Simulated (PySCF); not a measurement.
Consider SbPb (doublet).

```xyz
2

Sb    0.0000    0.0000   -1.7245
Pb    0.0000    0.0000    1.0025
```

Core potentials replace the inner electrons of Sb and Pb.

All numbers below come from PBE0/def2-SVP, non-relativistic Hamiltonian with scalar-relativistic core potentials where named, at a bond length of 2.727 Å in PySCF.

Question: What will maps of the electron density, electron localisation function and spin density show?

Answer: Sb–Pb (2.73 Å): the density is about 0.45 e/Å³ at the midpoint; the ELF reaches about 0.55 near the midpoint.
The unpaired spin (1 electron) lies mostly on Sb1 (about 0.9), in electrons by Hirshfeld's partition.

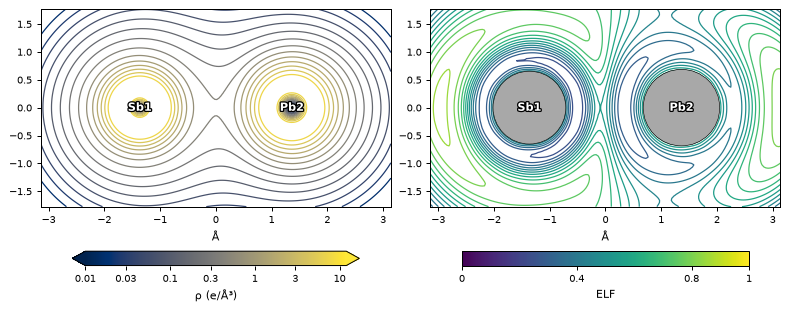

Computed electron density and electron localisation function on a plane that holds the molecular axis, in this order. Grey discs cover the atomic cores in the ELF map. 
